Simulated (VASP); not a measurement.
Band structure of As2Ru (space group Pnnm). Method: LDA (Ceperley-Alder, Perdew-Zunger), VASP's LDA PAW potentials (set 64) (plane waves; VASP).

The path is coarsely sampled, so an indirect gap can come out somewhat too large.

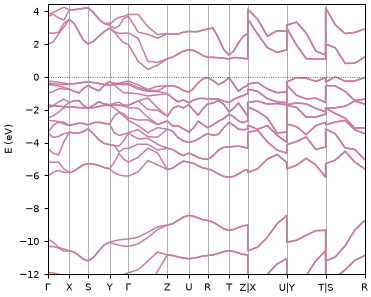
Figure. Bands along high-symmetry lines, zero at the valence-band maximum or, without a gap, the Fermi level

Question: Read the plot: is there a gap, and where are the band edges?

Answer: The gap is indirect, 0.46 eV, from the valence maximum at S-R at 0.25 to the conduction minimum at Γ-Z at 0.50.

The structure comes from a computed database's As2Ru entry (Pnnm), a phase known from measurement. The cell was not relaxed at this level.
